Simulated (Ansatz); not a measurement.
## Electronic structure of Al4As4 in real space

The calculation's input:

```
crystal:
  periodic: [false, false, false]
  atoms:
    - {symbol: Al, position_ang: [-0.941946, -0.989218, -1.528020]}
    - {symbol: Al, position_ang: [-0.750040, -1.356512, 1.340562]}
    - {symbol: Al, position_ang: [0.750061, 1.356493, -1.340552]}
    - {symbol: Al, position_ang: [0.941953, 0.989201, 1.528007]}
    - {symbol: As, position_ang: [-1.036461, 0.966223, -2.737836]}
    - {symbol: As, position_ang: [2.537913, 1.749230, 0.054351]}
    - {symbol: As, position_ang: [-0.848952, -2.946222, -0.320596]}
    - {symbol: As, position_ang: [-0.652529, 0.230795, 3.004085]}
basis:
  gaussian: {orbitals: def2-TZVP, initial_orbitals: start.molden}
hamiltonian: {xc: pbe0, dispersion: d4}
scf: {omitted_lower_state_checks: [starts]}
output: {orbitals: {seedname: orbitals}}
```

Launched as:

```sh
ansatz run in.yaml --threads 4 --pin off --events-out ev --progress --plain --max-ram 4787MiB
```

Geometry: PBE0-D4/def2-SVP.

These are results of Ansatz 0.2.0, RKS PBE0-D4/def2-TZVP, not measurements.

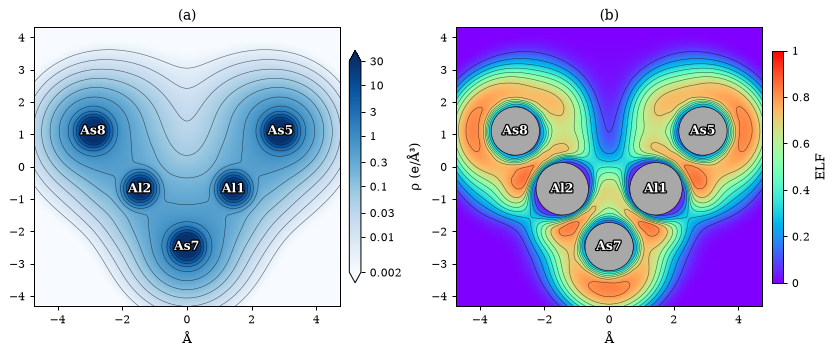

Figure 1. (a) total electron density; (b) ELF on the plane of atoms Al1, As7 and Al2. Grey discs cover the atomic cores in the ELF map.

Q: Read the bonding off the picture.

A: Atoms in the plane: Al and As.
Al–As (2.30 Å): ρ is about 0.54 e/Å³ halfway; the ELF peaks at about 0.75 in the valence shell of As, 1.2 Å from its nucleus, and is about 0.75 at the midpoint.
The ELF also peaks beside As7, As5 and As8, away from the bonds: lone-pair regions.

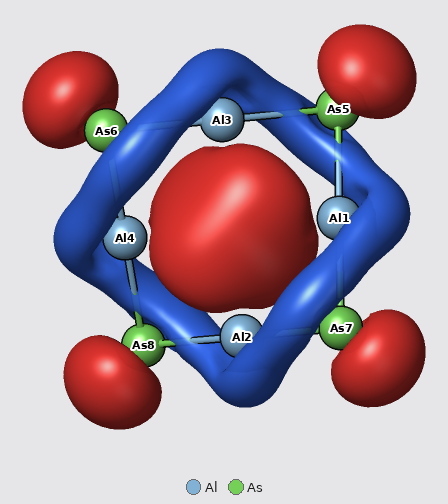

Figure 2. The LUMO at ±0.08 Å⁻³ᐟ² (blue and red are the two phases), seen at a tilt.

Q: Where does this orbital lie, and at what energy?

A: By Hirshfeld shares it lies mainly on As5 (about 15 %), As6 (about 15 %), As7 (about 15 %), As8 (about 15 %), Al1 (about 10 %), Al2 (about 10 %), Al3 (about 10 %) and Al4 (about 10 %). Its energy is −3.36 eV.
